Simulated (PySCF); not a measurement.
Si$_{2}$H$_{5}$Br: geometry relaxation

Si$_{2}$H$_{5}$Br, SMILES [SiH3][SiH2]Br, computed with PBE0-D3(BJ)/def2-SVP geometry optimisation, gas phase (PySCF 2.14.0).

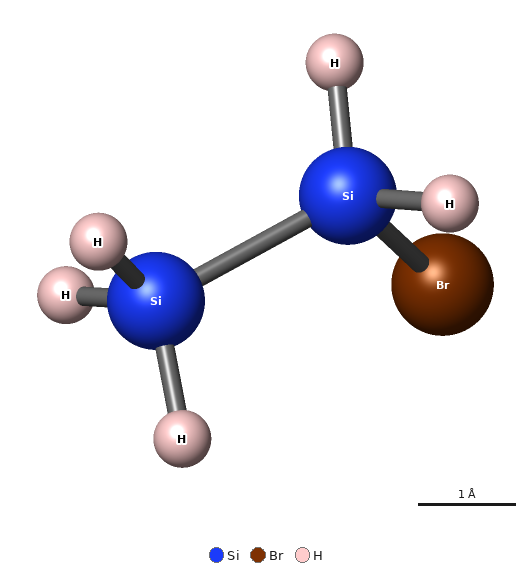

The starting structure (ball-and-stick view, seen at a tilt).

### Summary

```csv
quantity,value
outcome,converged
total energy,−3155.142636 hartree
dipole moment,1.47 D
point group,Cs
hardware,"1 CPU thread, shared host"
wall time,43 s
peak memory,0.39 GiB
```

### The input
```
{"job": {"xc": "PBE0", "basis": "def2-SVP", "d3": "d3bj", "grid": 1, "shake": 0.01, "kind": "geom"}, "charge": 0, "multiplicity": 1}
Si     1.239470     0.165510     0.013810
Si    -1.036860    -0.324610     0.129620
Br    -2.226320     0.993400    -1.251370
H      1.969340    -0.695170     0.922240
H      1.734170    -0.013060    -1.354680
H      1.466900     1.582740     0.398190
H     -1.680710    -0.080210     1.414050
H     -1.410860    -1.647730    -0.324320
```

The first line tells a small driver script what to run in PySCF; the rest is the geometry in Å.

Run as:
```bash
OMP_NUM_THREADS=1 python <driver script> task.json out
```

### The program's output
```
step   0  E = -3155.13822351  max force = 0.018252
step   1  E = -3155.14256199  max force = 0.002546
step   2  E = -3155.14262248  max force = 0.000980
step   3  E = -3155.14261450  max force = 0.000583
step   4  E = -3155.14260523  max force = 0.001110
step   5  E = -3155.14261720  max force = 0.000857
step   6  E = -3155.14262653  max force = 0.000618
step   7  E = -3155.14263629  max force = 0.000336
optimisation converged
```

### Trajectory as extended XYZ (Å, eV, eV/Å), 8 frames, from step=0 to step=7
```
8
Properties=species:S:1:pos:R:3:forces:R:3 step=0 energy=-85855.68415
Si    1.2395    0.1655    0.0138   -0.4335   0.6107  -0.1392
Si   -1.0369   -0.3246    0.1296   -0.3037   0.7384  -0.5516
Br   -2.2263    0.9934   -1.2514    0.1734   0.1333  -0.0691
H     1.9693   -0.6952    0.9222    0.4587  -0.5730   0.5659
H     1.7342   -0.0131   -1.3547    0.1096  -0.1460  -0.5000
H     1.4669    1.5827    0.3982   -0.0470   0.1412   0.0842
H    -1.6807   -0.0802    1.4141   -0.0094   0.0340   0.7634
H    -1.4109   -1.6477   -0.3243    0.0519  -0.9386  -0.1537
8
Properties=species:S:1:pos:R:3:forces:R:3 step=1 energy=-85855.80220
Si    0.5364   -0.0917    0.2039    0.0272  -0.0588   0.0163
Si   -1.7418   -0.6171    0.3751    0.1309  -0.0244   0.1007
Br   -2.8542    0.7901   -0.9568   -0.0725  -0.0140  -0.0249
H     1.3307   -0.9704    1.1228   -0.0220   0.0281  -0.0370
H     0.9934   -0.3071   -1.2024   -0.0051   0.0107   0.0111
H     0.7433    1.3355    0.5890   -0.0029   0.0158  -0.0043
H    -2.2309   -0.4258    1.7752   -0.0212  -0.0183  -0.0609
H    -2.0166   -2.0217   -0.0567   -0.0345   0.0607  -0.0010
8
Properties=species:S:1:pos:R:3:forces:R:3 step=2 energy=-85855.80385
Si    0.5412   -0.0882    0.2012    0.0059  -0.0055   0.0033
Si   -1.7351   -0.6173    0.3816    0.0504   0.0096   0.0202
Br   -2.8758    0.7711   -0.9509   -0.0271  -0.0181   0.0012
H     1.3392   -0.9653    1.1143   -0.0044   0.0044  -0.0088
H     0.9934   -0.3010   -1.2061   -0.0068   0.0068  -0.0039
H     0.7470    1.3401    0.5859   -0.0040   0.0038  -0.0055
H    -2.2325   -0.4306    1.7762   -0.0067  -0.0019  -0.0019
H    -2.0169   -2.0170   -0.0520   -0.0073   0.0009  -0.0048
8
Properties=species:S:1:pos:R:3:forces:R:3 step=3 energy=-85855.80363
Si    0.5439   -0.0786    0.1934   -0.0054   0.0226  -0.0072
Si   -1.7267   -0.6210    0.3914   -0.0300   0.0099  -0.0262
Br   -2.9061    0.7410   -0.9371    0.0109  -0.0119   0.0166
H     1.3502   -0.9534    1.0994    0.0062  -0.0045   0.0037
H     0.9857   -0.2881   -1.2173   -0.0065   0.0043  -0.0099
H     0.7452    1.3506    0.5769   -0.0023   0.0004  -0.0043
H    -2.2249   -0.4382    1.7852    0.0100   0.0043   0.0233
H    -2.0070   -2.0204   -0.0417    0.0170  -0.0250   0.0040
8
Properties=species:S:1:pos:R:3:forces:R:3 step=4 energy=-85855.80338
Si    0.5433   -0.0688    0.1848   -0.0095   0.0273  -0.0104
Si   -1.7214   -0.6268    0.3996   -0.0571   0.0009  -0.0328
Br   -2.9279    0.7172   -0.9227    0.0243  -0.0042   0.0165
H     1.3586   -0.9405    1.0854    0.0105  -0.0040   0.0045
H     0.9752   -0.2760   -1.2292   -0.0049   0.0033  -0.0101
H     0.7394    1.3616    0.5668   -0.0016  -0.0001  -0.0032
H    -2.2133   -0.4460    1.7959    0.0152   0.0034   0.0255
H    -1.9935   -2.0288   -0.0303    0.0231  -0.0266   0.0100
8
Properties=species:S:1:pos:R:3:forces:R:3 step=5 energy=-85855.80370
Si    0.5408   -0.0619    0.1785   -0.0074   0.0168  -0.0080
Si   -1.7194   -0.6321    0.4048   -0.0441  -0.0093  -0.0168
Br   -2.9373    0.7047   -0.9127    0.0168  -0.0004   0.0093
H     1.3632   -0.9307    1.0761    0.0100   0.0020  -0.0017
H     0.9660   -0.2681   -1.2378   -0.0032   0.0035  -0.0067
H     0.7328    1.3693    0.5589   -0.0015   0.0019  -0.0022
H    -2.2034   -0.4517    1.8045    0.0126  -0.0010   0.0130
H    -1.9824   -2.0376   -0.0220    0.0168  -0.0136   0.0131
8
Properties=species:S:1:pos:R:3:forces:R:3 step=6 energy=-85855.80396
Si    0.5398   -0.0619    0.1784   -0.0043   0.0127  -0.0065
Si   -1.7201   -0.6330    0.4052   -0.0318  -0.0098  -0.0122
Br   -2.9332    0.7066   -0.9135    0.0090  -0.0029   0.0096
H     1.3635   -0.9301    1.0757    0.0096   0.0035  -0.0034
H     0.9642   -0.2680   -1.2383   -0.0031   0.0039  -0.0052
H     0.7311    1.3694    0.5585   -0.0015   0.0023  -0.0023
H    -2.2031   -0.4522    1.8055    0.0095  -0.0014   0.0072
H    -1.9819   -2.0389   -0.0214    0.0126  -0.0083   0.0128
8
Properties=species:S:1:pos:R:3:forces:R:3 step=7 energy=-85855.80422
Si    0.5386   -0.0621    0.1785   -0.0006   0.0099  -0.0050
Si   -1.7209   -0.6343    0.4060   -0.0173  -0.0071  -0.0098
Br   -2.9274    0.7092   -0.9149    0.0005  -0.0072   0.0113
H     1.3649   -0.9289    1.0749    0.0091   0.0035  -0.0037
H     0.9618   -0.2679   -1.2387   -0.0032   0.0044  -0.0043
H     0.7288    1.3695    0.5582   -0.0018   0.0022  -0.0027
H    -2.2033   -0.4532    1.8065    0.0054  -0.0005   0.0037
H    -1.9820   -2.0404   -0.0203    0.0079  -0.0053   0.0105
```

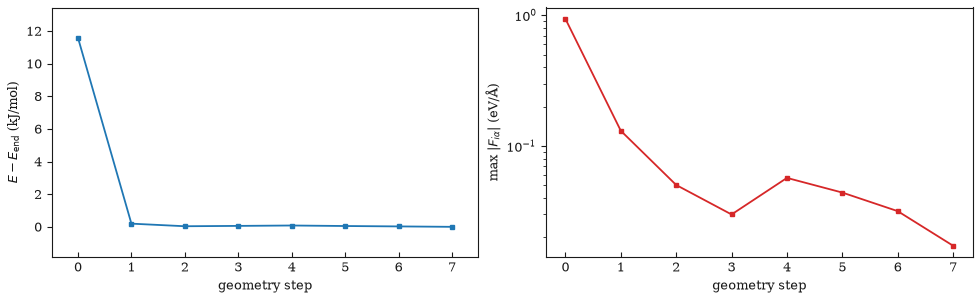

Progress of the relaxation, step by step (steps are counted from 0).

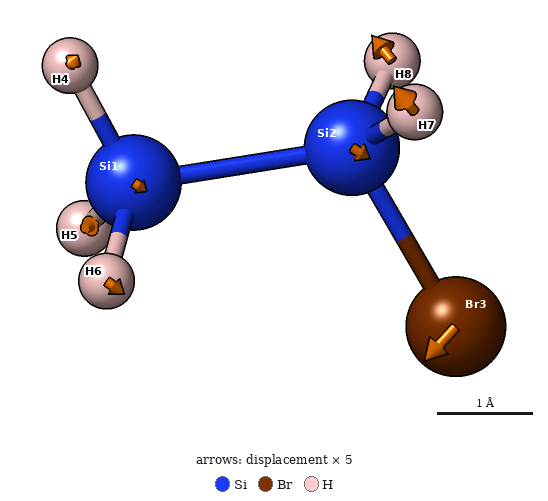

The starting structure with the displacements as orange arrows, magnified 5 times (ball-and-stick view, seen at a tilt). The two geometries are laid on each other by the best rigid fit. After 7 geometry steps the energy has fallen by 11.6 kJ/mol. Largest force component: 0.94 eV/Å at the start, 0.017 eV/Å at the end. The largest move after the best rigid fit is that of Br3, 0.10 Å. By element the largest moves are Br 0.10 Å, H 0.08 Å, Si 0.05 Å. Among the contacts that change: Si1–H4 1.449 → 1.496 Å, Si2–H8 1.448 → 1.492 Å, Si2–H7 1.457 → 1.492 Å, Si1–H5 1.466 → 1.493 Å. Among the angles that change: Br3–Si2–H7 102.1° → 107.9°, Si1–Si2–H7 116.1° → 111.9°, Si1–Si2–H8 115.4° → 111.8°. (Atoms are counted from 1 in the order of the input.)
